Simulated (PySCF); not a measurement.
The calculation's input:

```
{"job": {"kind": "nmr", "xc": "PBE0", "basis": "pcSseg-1", "pop": false}, "charge": 0, "multiplicity": 1}
C      3.271400    -1.153000     0.384400
C      2.121000    -0.346900     0.075700
C      1.402000     0.218700    -0.712100
C      0.385500     1.041700    -1.272200
C     -0.922700     0.340100    -0.947000
C     -1.281200     0.503600     0.559700
C     -2.776700     0.279900     0.686500
H      3.585700    -1.763200    -0.414700
H      3.181800    -1.909800     1.154800
H      4.140400    -0.618900     0.560300
H      0.430100     2.018100    -0.788200
H      0.440100     1.039400    -2.443800
H     -1.722000     0.767800    -1.653000
H     -0.929000    -0.702600    -1.076500
H     -0.781700    -0.214900     1.157200
H     -1.061000     1.573600     0.848700
H     -3.338000     0.923300     0.039600
H     -3.104900     0.446900     1.639200
H     -3.122200    -0.764900     0.420700
```

Command:

```sh
OMP_NUM_THREADS=1 python probes_run.py task.json out
```

Geometry: GFN2-xTB, MD frame at 250 fs, 600 K.

Level of theory: PySCF 2.14.0, PBE0/pcSseg-1, SCF density, gas phase, non-relativistic.

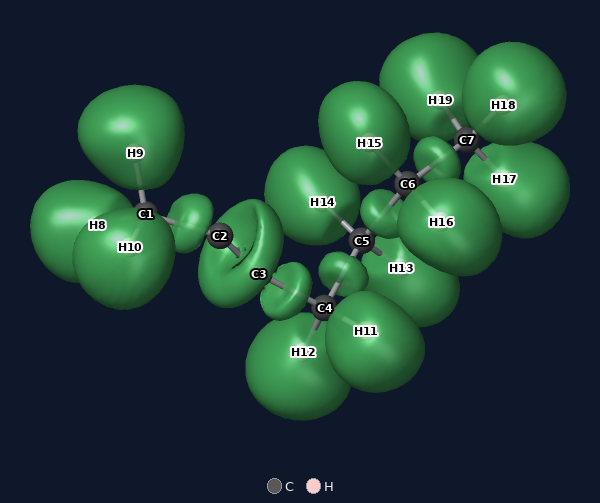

C₇H₁₂ (SMILES CC#CCCCC). Isosurface of the electron localisation function at 0.8 (green), seen at a tilt. Only the valence region is drawn (cores and ρ < 0.01 e/Å³ removed).

Question: What do the ELF domains correspond to?

Answer: The ELF exceeds this value in six regions between bonded C–C atoms (shared pairs) and twelve regions around hydrogen nuclei. Profiles from the grid: C–C (1.21 Å): the ELF peaks at about 0.85 between the atoms: a short, multiple covalent bond. C–H (1.02 Å): the ELF climbs to about 1 towards the hydrogen, as it does in any bond to H; an ordinary covalent bond to hydrogen.
